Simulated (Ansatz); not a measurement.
**BiAs (model cell, started as layered BN type): phonons and vibrational spectra**

The cell of BiAs (model cell, started as layered BN type) is at rest. What are its phonons? After the zone centre comes a 2×2×2 q mesh on a 12×12×8 k mesh.

Calculated with Ansatz 0.2.0; DFT PBEsol, scalar-relativistic, plane waves, PAW.

The structure was built from a prototype and need not be the compound's stable phase.

## Step 1: Starting point

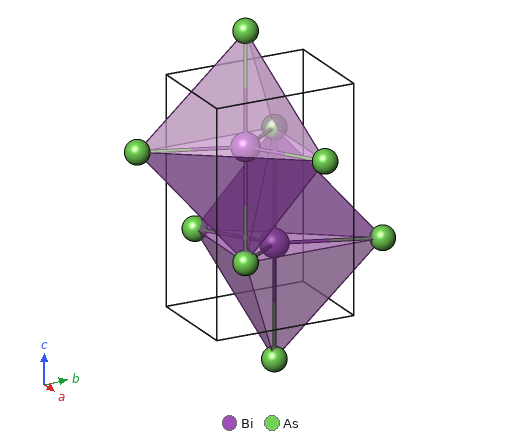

The cell as given, slightly off an axis (bismuth purple, arsenic green). Some periodic images of atoms are drawn too.

## Step 2: Modes at Γ

The cell comes from relaxations at this level that are not shown. The zone centre comes first: it holds the modes that light can see, as far as symmetry allows. No field response is asked, since the mesh shows no gap.

input.yaml reads:

```yaml
crystal:
  lattice:
    - [4.9820844675, 0.0, 0.0]
    - [-2.4910422338, 4.3146117127, 0.0]
    - [0.0, 0.0, 6.0463763251]
  atoms:
    - { symbol: Bi, position: [0.3333333333, 0.6666666667, 0.25] }
    - { symbol: Bi, position: [0.6666666667, 0.3333333333, 0.75] }
    - { symbol: As, position: [0.6666666667, 0.3333333333, 0.25] }
    - { symbol: As, position: [0.3333333333, 0.6666666667, 0.75] }
kpoints:
  mp_grid: { grid: [12, 12, 8] }
hamiltonian:
  xc: pbesol
scf:
  occupations: { method: methfessel_paxton, width: 0.2 }
output:
  eigenvalues: true
phonons:
  method: dfpt
```

The run is started by

```
$ ansatz run input.yaml --threads 4 --pin off --max-ram 7168MiB --backend cpu --events-out ev --progress --plain --runs-dir out
```

Numbers of over 12 decimals in the logs are rounded to 6 here.

The program printed:

```text
zone centre: on kpoints.mp_grid the ground state, and the responses unless they are solved on pairs of k-points, stand on 215 of the mesh's 1152 k-points, reduced under 4 symmetry operations, with k and −k counted as one. Each operation leaves every solved displacement unchanged or reverses it
Engine: ansatz 0.2.0, aarch64-unknown-linux-gnu
Pseudopotentials: kind: paw
Pseudopotential: Bi, paw, valence charge 15, recommended cutoff 420 eV (normal), Bi.paw.azcp
Pseudopotential: As, paw, valence charge 15, recommended cutoff 420 eV (normal), As.paw.azcp
Functional definition: PBEsol
  exchange = pbesol_x
  correlation = pbesol_c
Crystal: 4 atoms, lattice volume = 129.971 Å³
Basis set: ecut = 420 eV, 2559 PW (Γ), exchange–correlation on 72×72×96 points (8 copies of the dense FFT grid, shifted against one another)
Bands: 36, of which v1, the nominal top of the filled ones, is band 30 counted from 1 (29 counted from 0)
Symmetry: 24 space group operations
k-points: 215 of 1152 (irreducible under 4 space group operations, time reversal used)
Non-local potential: Bi, projectors of the file, l = 0: 2, l = 1: 2, l = 2: 2, l = 3: 2
Non-local potential: As, projectors of the file, l = 0: 2, l = 1: 2, l = 2: 3, l = 3: 1
PAW form: soft (Blöchl's): semilocal exchange-correlation on the pseudo side does not see the compensation charge
PAW frozen core: Bi, regenerated for the run's functional, and the local potential with it (the file was generated under x = pbe(κ = 0.804, μ = 0.219515), c = pbe(β = 0.066725))
PAW frozen core: As, regenerated for the run's functional, and the local potential with it (the file was generated under x = pbe(κ = 0.804, μ = 0.219515), c = pbe(β = 0.066725))
PAW one-centre angular grid: Bi, 590 points (default); XC on 64 Gauss nodes
PAW one-centre angular grid: As, 590 points (default); XC on 64 Gauss nodes
Initial density: superposition of atomic densities (neutral atoms: chi_scale 0, normalization atom), corrected by the library's trained network
Initial wavefunctions: pseudopotential atomic-orbital guess
Functional: x = pbesol(κ = 0.804, μ = 0.123457), c = pbesol(β = 0.046)
SCF iter   1: F=—  HF=-34109.409554 eV  |F-HF|=—  |Δ(HF+E_count)|=         —  Δρ=1.66e-3  dr2=3.84e-3  ethr=1.77e-3  ⟨swp⟩=6.2  Hψ=30620  notcnv=0
preconditioner: auto → LDOS  [metal: Δε(μ)=0.052 eV  Ē_g=8.385 eV  σ=0.200 eV  W_gap=0.22  n_scr=22 (ndim 8)  ℏωp=14.6 eV  f_vac=0.125  D(μ)=1.56/eV (n_scr^D=8)  β→1.0]
SCF iter   2: F=—  HF=-34109.408232 eV  |F-HF|=—  |Δ(HF+E_count)|=   1.32e-3  S|Δr|=    0.00e0  Δρ=2.86e-4  dr2=1.66e-4  ethr=6.41e-6  ⟨swp⟩=2.0  Hψ=15950  notcnv=0
SCF iter   3: F=—  HF=-34109.408212 eV  |F-HF|=—  |Δ(HF+E_count)|=   1.98e-5  S|Δr|=    0.00e0  Δρ=1.87e-4  dr2=6.36e-5  ethr=2.77e-7  ⟨swp⟩=2.0  Hψ=14122  notcnv=0
SCF iter   4: F=—  HF=-34109.408126 eV  |F-HF|=—  |Δ(HF+E_count)|=   8.64e-5  S|Δr|=    0.00e0  Δρ=4.80e-5  dr2=4.28e-6  ethr=1.06e-7  ⟨swp⟩=2.0  Hψ=14067  notcnv=0
SCF iter   5: F=—  HF=-34109.408118 eV  |F-HF|=—  |Δ(HF+E_count)|=   7.73e-6  S|Δr|=    0.00e0  Δρ=1.06e-5  dr2=2.74e-7  ethr=7.13e-9  ⟨swp⟩=2.0  Hψ=14055  notcnv=0
SCF iter   6: F=—  HF=-34109.408118 eV  |F-HF|=—  |Δ(HF+E_count)|=   3.08e-8  S|Δr|=    0.00e0  Δρ=2.72e-6  dr2=1.56e-8  ethr=4.57e-10  ⟨swp⟩=2.3  Hψ=11827  notcnv=0
SCF iter   7: F=—  HF=-34109.408118 eV  |F-HF|=—  |Δ(HF+E_count)|=   1.04e-8  S|Δr|=    0.00e0  Δρ=6.62e-7  dr2=8.35e-10  ethr=2.60e-11  ⟨swp⟩=2.0  Hψ=12004  notcnv=0
SCF iter   8: F=—  HF=-34109.408118 eV  |F-HF|=—  |Δ(HF+E_count)|=  6.18e-10  S|Δr|=    0.00e0  Δρ=1.41e-7  dr2=1.79e-11  ethr=1.39e-12  ⟨swp⟩=2.0  Hψ=14158  notcnv=0
SCF iter   9: F=-34109.408118 eV  HF=-34109.408118 eV  |F-HF|=1.46e-11  |Δ(HF+E_count)|=  7.28e-12  S|Δr|=    0.00e0  Δρ=2.37e-8  dr2=9.78e-13  ethr=1.00e-12  ⟨swp⟩=8.7  Hψ=40820  notcnv=0
SCF 1 converged in 9 iterations: F = -34109.408118 eV  dr2 = 9.78e-13
  greatest PAW one-centre occupation: 0.999 electrons in one spin orbital (limit 2), on the As atom at site 3 (counted from 0), in its partial waves of l = 2
DFPT response loops at Γ: preconditioner auto → Kerker (q_TF=auto, 2.399 Å⁻¹) (partly filled bands, converged f_vac=0.134); β = 1.00, the filter's whole step (`scf.mixing.beta` (0.50) is not read by the response loops under this deck's `scf.mixing.preconditioner`; to damp them name `kerker` or `kerker_dos`, under which they read `scf.mixing.beta`, and type it under 1.00, their step now; both keys bind the ground state too); Broyden in place of MSR1
SCF converged after 9 iterations
Stability not checked: this state was not tested for a lower state beside it, because cold or Methfessel-Paxton smearing, or corrected tetrahedra, fill the levels in a way that the test cannot read (fill_not_monotonic; see scf.lower_state_search)
Free energy (F): -34109.408118 eV
Harris-Foulkes:  -34109.408118 eV  (|F-HF|=1.46e-11)
Internal energy: -34109.409061 eV  (E = F + TS)
E sigma→0 (E₀):  -34109.408354 eV
Entropy (-TS):   0.000943 eV (0.236 meV/atom)
Fermi energy:    8.359430 eV
Step filling:    the computed levels leave a gap of 0.0144 eV = 0.1 smearing widths at the electron count; against every level under it full and every level over it empty, smearing changes F+E_penalty+E_count by +0.413 meV and its σ→0 estimate by +0.177 meV
--- Per-component energies (eV) ---
  E_band       = -794.961534
  E_kinetic    = 809.794685
  E_local      = -7517.369215  (includes V_loc(G=0)·N_el)
  E_nonlocal   = -212.573024
  E_hartree    = 3340.468538
  E_xc         = -457.811430
  E_vxc        = -446.326558  (∫ρ·V_xc dr)
  E_paw        = -24602.974875  (= ΣΔE_a)
  E_vpaw       = -109.423537  (= ΣTr[D̂ρ^β])
  E_aug_tail   = -0.000892  (compensation charges beyond the density's cutoff)
  E_ewald      = -5471.055210
  E_core_change = 2.112362  (= ΣΔE_core)
  E_smearing   = 0.000943  (= −TS)
  E_closure    = 0.000000  (closes the sum)
  Σ components = -34109.408118   (vs F -34109.408118, Δ=0.00e0)
--- Band table (eV; the first three rows and the last of 215) ---
  k-point 0: bands = [... 26 lower, 4.5971, 6.4983, 6.4983, 6.5525, 8.5249, 8.5249, 10.7702, 10.7702, ... 2 higher]
  k-point 1: bands = [... 26 lower, 4.6520, 6.3982, 6.3982, 6.8583, 8.5736, 8.5736, 10.6161, 10.6161, ... 2 higher]
  k-point 2: bands = [... 26 lower, 4.8130, 6.1311, 6.1311, 7.6411, 8.7268, 8.7268, 9.6059, 10.2396, ... 2 higher]
  k-point 214: bands = [... 26 lower, 7.1480, 7.1480, 7.5827, 7.5827, 8.5921, 8.5921, 9.3948, 9.3948, ... 2 higher]
--- Phonons (Γ-DFPT): 4 representative perturbations + reference, on 215 of 1152 k-points (Σ response iterations 12) ---
  k mesh reduced under 4 symmetry operations, with k and −k counted as one. Each operation leaves every solved displacement unchanged or reverses it
  ASR residual: 2.675e-5 → 0.000e0 eV/Å²; symmetrization residual: 3.954e-5 eV/Å²
  ASR residual per site (eV/Å²): 2.68e-5 2.68e-5 1.02e-5 1.02e-5
  Γ frequencies (cm⁻¹): -107.13 -7.94 -7.94 0.00 0.00 0.00 51.02 123.42 140.70 140.70 145.40 145.40
  non-analytic LO–TO correction: not included (Born effective charges unavailable; polar crystals: no LO–TO splitting at Γ)
```

Elapsed: 1.9 min, on 4 threads of Arm Neoverse V2, shared host; peak memory 3.3 GiB.

Numbers from this step:

| Property | Result |
| --- | --- |
| volume per atom | 32.49 Å³ |
| gap on the k-mesh | 0 eV |
| sum-rule residual before enforcement | 2.68e-5 eV/Å² |
| point group | 6/mmm |
| highest optical mode at the zone centre (no LO-TO term) | 145.4 cm⁻¹ |
| lowest optical zone-centre mode | -107.1 cm⁻¹ |

Patterns of degenerate modes are one choice out of their space. The modes at Γ (shares of kinetic energy by element, %) (negative means imaginary):

```csv
mode,frequency (cm⁻¹),symmetry,Bi %,As %
1,-107.1,A2u,26,74
2,-7.9,E2g,71,29
3,-7.9,E2g,71,29
4,0.0,acoustic,74,26
5,0.0,acoustic,74,26
6,0.0,acoustic,74,26
7,51.0,B1g,92,8
8,123.4,B1g,8,92
9,140.7,E2g,29,71
10,140.7,E2g,29,71
11,145.4,E1u,26,74
12,145.4,E1u,26,74
```

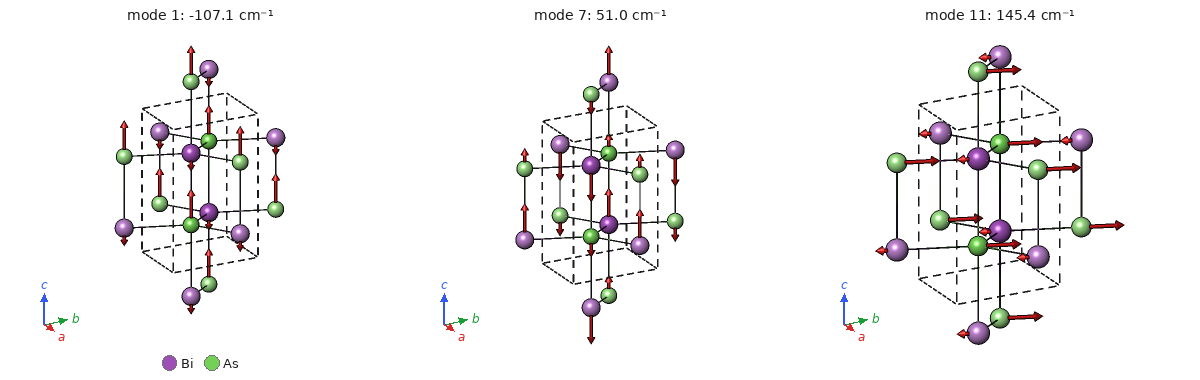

Displacement patterns of modes 1, 7 and 11 at Γ; arrows are exaggerated. Some periodic images of atoms are drawn too.

Before it was imposed, the acoustic sum rule was missed by 2.7e-5 eV/Å². Small misses are needed for a sound result but don't prove that mesh and cutoff are converged. The lowest optical mode is imaginary, 107.1i cm⁻¹, so the energy falls along it.

## Step 3: Response at finite wavevector

Stability and thermal properties need the whole zone. Linear response on a 2×2×2 q mesh gives force constants as far as a supercell of that size would.

input.yaml: that of step 2 with these lines changed.

```diff
@@ -20 +20,9 @@
   method: dfpt
+  qmesh: [2, 2, 2]
+  temperatures: { t_max: 1000, t_step: 50 }
+  qpath:
+    path:
+      - [[0.0, 0.0, 0.0], [0.5, 0.0, 0.0], [0.33333333, 0.33333333, 0.0], [0.0, 0.0, 0.0], [0.0, 0.0, 0.5], [0.5, 0.0, 0.5], [0.33333333, 0.33333333, 0.5], [0.0, 0.0, 0.5]]
+      - [[0.5, 0.0, 0.5], [0.5, 0.0, 0.0]]
+      - [[0.33333333, 0.33333333, 0.5], [0.33333333, 0.33333333, 0.0]]
+    npoints: 10
```

The program printed:

```text
Warning: phonons: the dynamical matrix that this run interpolates holds no multipole term above the dipole-dipole one, and a site of this crystal is no centre of inversion, so its interpolated transverse optical and acoustic branches and sound speeds can stay off near Gamma, and the density of states and the thermodynamics with them. What a run solves at a wave vector of phonons.qpoints, Gamma apart, where the deck admits one, is free of this, and under fd what a larger phonons.supercell samples
[...]
Crystal: 4 atoms, lattice volume = 129.971 Å³
Basis set: ecut = 420 eV, 2559 PW (Γ), exchange–correlation on 72×72×96 points (8 copies of the dense FFT grid, shifted against one another)
Bands: 36, of which v1, the nominal top of the filled ones, is band 30 counted from 1 (29 counted from 0)
[... 1 set-up line as in the run before ...]
k-points: 95 of 1152
[...]
SCF iter   1: F=—  HF=-34109.409552 eV  |F-HF|=—  |Δ(HF+E_count)|=         —  Δρ=1.66e-3  dr2=3.84e-3  ethr=1.77e-3  ⟨swp⟩=6.2  Hψ=13533  notcnv=0
[...]
SCF iter   9: F=-34109.408118 eV  HF=-34109.408118 eV  |F-HF|=7.28e-12  |Δ(HF+E_count)|=  1.46e-11  S|Δr|=    0.00e0  Δρ=2.37e-8  dr2=9.80e-13  ethr=1.00e-12  ⟨swp⟩=8.5  Hψ=17912  notcnv=0
SCF 1 converged in 9 iterations: F = -34109.408118 eV  dr2 = 9.80e-13
[...]
iter 1 solved again at ethr=1.20e-7 eV; its pass at ethr=3.10e-3 eV (dr2=7.18e-5 eV) is discarded
SCF iter   1: F=—  HF=-34109.408112 eV  |F-HF|=—  |Δ(HF+E_count)|=         —  Δρ=5.86e-7  dr2=2.68e-10  ethr=1.20e-7  ⟨swp⟩=3.3  Hψ=23113  notcnv=0
eigensolver tolerance schedule: the retry pair's looser diagonalisation over-reported the residual by 268351.49 of it (diagonalisation noise at an unbounded share of the residual, at the tolerance the schedule requests for it); recorded, not acted on — ethr = c·dr2/N_el stays at c = 1.0e-1
[...]
SCF iter   2: F=—  HF=-34109.408118 eV  |F-HF|=—  |Δ(HF+E_count)|=   6.20e-6  S|Δr|=    0.00e0  Δρ=8.66e-7  dr2=9.82e-10  ethr=1.00e-12  ⟨swp⟩=4.3  Hψ=11822  notcnv=0
[...]
SCF iter   6: F=-34109.408118 eV  HF=-34109.408118 eV  |F-HF|=1.46e-11  |Δ(HF+E_count)|=  7.28e-12  S|Δr|=    0.00e0  Δρ=7.19e-8  dr2=4.19e-12  ethr=1.00e-12  ⟨swp⟩=2.0  Hψ=9479  notcnv=0
SCF 2 converged in 6 iterations: F = -34109.408118 eV  dr2 = 4.19e-12
phonons: the bands overlap, so this run is a metal and interpolates without the dipole-dipole term. If the crystal is really an insulator or semiconductor, its LO-TO splitting is missing
NSCF: frozen V_eff on 95 k-points
[...]
DFPT response loops at q = (0, 0, 0) (fractional): preconditioner auto → Kerker (q_TF=auto, 2.399 Å⁻¹) (partly filled bands, converged f_vac=0.134); β = 1.00, the filter's whole step (`scf.mixing.beta` (0.50) is not read by the response loops under this deck's `scf.mixing.preconditioner`; to damp them name `kerker` or `kerker_dos`, under which they read `scf.mixing.beta`, and type it under 1.00, their step now; both keys bind the ground state too); Broyden in place of MSR1
[...]
SCF converged after 9 iterations
[...]
Free energy (F): -34109.408118 eV
[...]
Internal energy: -34109.409061 eV  (E = F + TS)
E sigma→0 (E₀):  -34109.408354 eV
Entropy (-TS):   0.000943 eV (0.236 meV/atom)
Fermi energy:    8.359430 eV
[...]
--- Band table (eV; the first three rows and the last of 95) ---
  k-point 0: bands = [... 26 lower, 4.5971, 6.4983, 6.4983, 6.5525, 8.5249, 8.5249, 10.7702, 10.7702, ... 2 higher]
  k-point 1: bands = [... 26 lower, 4.6520, 6.3982, 6.3982, 6.8583, 8.5736, 8.5736, 10.6161, 10.6161, ... 2 higher]
  k-point 2: bands = [... 26 lower, 4.8130, 6.1311, 6.1311, 7.6411, 8.7268, 8.7268, 9.6059, 10.2396, ... 2 higher]
  k-point 94: bands = [... 26 lower, 7.5340, 7.5340, 8.1585, 8.1585, 8.4592, 8.4592, 9.0323, 9.0323, ... 2 higher]
--- Phonons (Γ-DFPT): 4 representative perturbations + reference (Σ response iterations 12) ---
  ASR residual: 2.976e-5 → 0.000e0 eV/Å²; symmetrization residual: 3.837e-5 eV/Å²
  ASR residual per site (eV/Å²): 2.98e-5 2.98e-5 1.08e-5 1.08e-5
[...]
--- Phonons (arbitrary-q DFPT): 4 irreducible q on the 2×2×2 mesh ---
  q = [0.0000, 0.0000, 0.0000] (star 1, of the zone-centre solve; hermiticity 1.78e-5, symmetrization 2.01e-10): -107.13 -7.94 -7.94 -0.00 0.00 0.00 51.02 123.42 140.70 140.70 145.40 145.40
  q = [0.0000, 0.0000, -0.5000] (star 1, 4 solved perturbations in 620 linear systems a pass and spin channel, the states on 215 of 1152 k-point pairs; hermiticity 1.29e-5, symmetrization 4.26e-9): 22.58 22.58 22.58 22.58 77.50 77.50 125.87 125.87 158.01 158.01 158.01 158.01
  q = [0.0000, -0.5000, 0.0000] (star 3, 6 solved perturbations on 215 of 1152 k-point pairs; hermiticity 1.42e-5, symmetrization 2.95e-10): -21.03 27.79 35.22 40.79 69.35 70.43 84.21 84.52 92.06 114.64 134.14 140.93
[...]
sum rule: each row above includes the acoustic sum rule's correction from the zone centre's row sums; it moved no ω² by more than (0.20 cm⁻¹)²
  mesh force constants: q→R imaginary residual 9.33e-18; ASR residual 2.976e-5 → 0.000e0 eV/Å²; symmetrization residual 5.329e-15 eV/Å²
  interpolated dispersion: 93 rows × 12 modes
  density of states and harmonic sums: on the 14×14×10 q-mesh, interpolated from the force constants of a 2×2×2 supercell (no non-analytic term)
  largest difference from the sums on the solved wave vectors: F 2.21e-1 eV, S 2.93e-4 and C_V 7.29e-5 eV/K
  zero-point energy: 0.064770 eV/cell   skipped modes (ω ≤ 0): 57, of them read as no rigid motion or as one in doubt: 54 (2.796e-1 modes/cell left out, lowest -107.13 cm⁻¹)   left out of the sums: 2.34e-2 of the cell's modes: C_V's classical limit lies that fraction below 3 k_B per atom; for a crystal, a wire or a layer, F and S can be off by more, and a phonons.interpolated_qmesh denser along its periods is the remedy for the sampling
```

Wall time 7.4 min (4 threads); peak memory 2.7 GiB.

Numbers from this step:

```
sum-rule residual before enforcement                    : 2.98e-5 eV/Å²
lowest frequency on the path                            : -107.1 cm⁻¹
highest frequency on the path or at a solved wavevector : 158.0 cm⁻¹
lowest mode on the q mesh (acoustic modes at Γ apart)   : -107.1 cm⁻¹
```

Frequencies (cm⁻¹) solved at each irreducible wavevector; negative means imaginary. Frequencies by wavevector, by row:

```csv
q in reciprocal lattice units,star,mode 1,mode 2,mode 3,mode 4,mode 10,mode 11,mode 12
0 0 0,1,-107.1,-7.9,-7.9,0,140.7,145.4,145.4
0 0 -0.5,1,22.6,22.6,22.6,22.6,158,158,158
0 -0.5 0,3,-21,27.8,35.2,40.8,114.6,134.1,140.9
0 -0.5 -0.5,3,36,36,73.1,73.1,136.7,147.7,147.7
```

Interpolated from a 2×2×2 q mesh. Phonon branches along the path, in cm⁻¹:

```csv
point,branch 1,branch 2,branch 3,branch 4,branch 9,branch 10,branch 11,branch 12
Γ,-107,-8,-8,0,141,141,145,145
M,-21,28,35,41,92,115,134,141
K,36,36,47,57,108,108,110,131
Γ,-107,-8,-8,0,141,141,145,145
A,23,23,23,23,158,158,158,158
L,36,36,73,73,137,137,148,148
H,58,58,68,68,131,131,143,143
A,23,23,23,23,158,158,158,158
jump to L,36,36,73,73,137,137,148,148
M,-21,28,35,41,92,115,134,141
jump to H,58,58,68,68,131,131,143,143
K,36,36,47,57,108,108,110,131
```

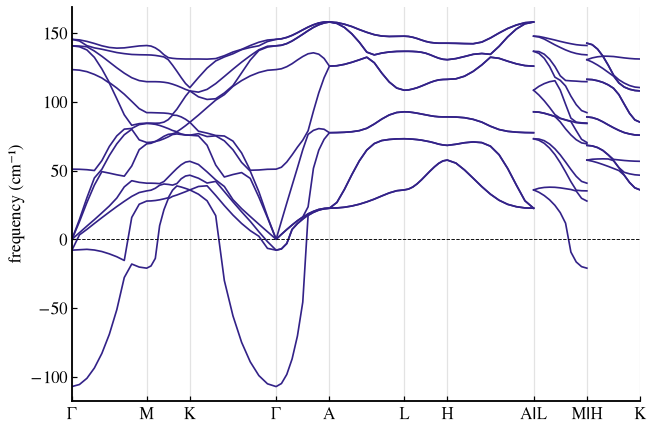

Phonon branches along the path.

Tetrahedra on a 14×14×10 mesh, mean over bins of 5 cm-1. Interpolated from a 2×2×2 q mesh. Table of phonon density of states by wavenumber; read off at these points:

```csv
wavenumber (cm⁻¹),phonon density of states (1/cm⁻¹/cell)
-108,2.0e-5
-92,0.00138
-78,0.00191
-62,0.00217
-48,0.00217
-28,0.00223
-12,0.0043
2,0.0108
18,0.032
32,0.0806
38,0.0858
48,0.0783
62,0.0687
68,0.0974
78,0.109
82,0.111
98,0.0357
112,0.0775
118,0.108
128,0.0874
132,0.164
142,0.141
158,0.0063
```

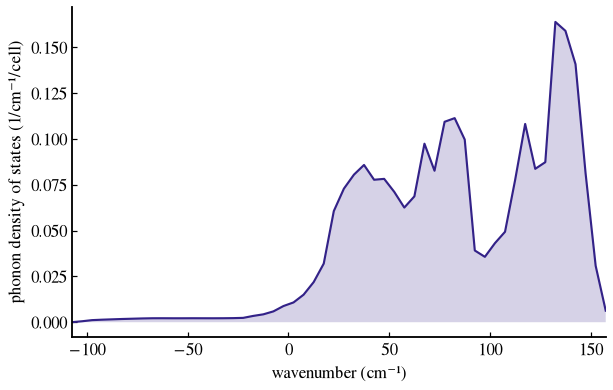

Phonon density of states, plotted against wavenumber.

The partial phonon density of states has structure finer than the step of the table below, so its rows give means over 20 cm⁻¹, whole bins alone (the curve runs from -117 to 173 cm⁻¹). Peaks (cm⁻¹: height): As 116.2: 0.0911, 134.4: 0.166; Bi 48.7: 0.0655, 70.6: 0.0938, 79.7: 0.0960, 134.4: 0.0208.

Phonopy on the run's constants, 13x13x9 mesh, Gaussian sigma 2.1 cm-1. Interpolated from a 2×2×2 q mesh. Table of partial phonon density of states by wavenumber; means over each step; values in 1/cm⁻¹/cell:

```csv
wavenumber (cm⁻¹),As,Bi
-100,7.2e-4,2.9e-4
-80,0.00119,6.1e-4
-60,0.00119,9.2e-4
-40,0.00108,0.00156
-20,0.00129,0.00249
0,0.00256,0.00514
20,0.0140,0.0348
40,0.0186,0.0607
60,0.0118,0.0620
80,0.0177,0.0827
100,0.0312,0.0132
120,0.0739,0.0152
140,0.116,0.0176
160,0.00861,0.00267
```

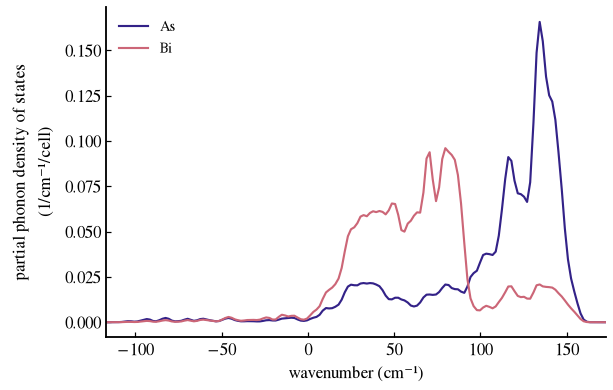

Partial phonon density of states, plotted against wavenumber.

Symmetry leaves 4 wavevectors to solve. The lowest mode among them, the acoustic zeros apart, lies at Γ and is imaginary, 107.1i cm⁻¹, so the energy falls along it.

## Step 4: What came out

```yaml
space_group_within_0p01_a: P6_3/mmc
volume_per_atom: 32.5 Å³
electronic_character: no gap on this mesh
highest_optical_mode_at_the_zone_centre_no_lo_to_term: 145 cm⁻¹
lowest_optical_zone_centre_mode: -107 cm⁻¹
lowest_mode_on_the_q_mesh_acoustic_modes_at_gamma_apart: -107 cm⁻¹
highest_frequency_on_the_path_or_at_a_solved_wavevector: 158 cm⁻¹
imaginary_modes_on_the_2x2x2_q_mesh: yes
```

What this shows: Modes are clearly imaginary (beyond 10i cm⁻¹) at 2 of the 4 irreducible wavevectors, most at Γ (107.1i cm⁻¹), so this structure is not a minimum of the energy. The optical modes at Γ span -107 to 145 cm⁻¹ (negative means imaginary). The highest mode in this list at Γ, 145.4 cm⁻¹, is mostly motion of As (74 % of the kinetic energy). With no gap, or one that is small against the smearing, the frequencies hang on the k mesh and the smearing, most of all near Kohn anomalies. Spin-orbit coupling is left out, which can matter for the heavy elements here. A phonon run warned that its eigensolver left some bands unconverged in a pass. The starting cell was built on a prototype and not taken from a measurement, so the phase need not exist. These are harmonic frequencies at zero temperature: anharmonic shifts, linewidths and thermal expansion are left out.

[Logs are printed without paths, hosts, clocks, repeated set-up lines and the standing remarks that a program may print on its own settings, such as how far it seeks lower states.]

[Hosts, paths, dates, database ids (printed as entryN), source tags and the programs' standing remarks are cut or masked in the printed files.]
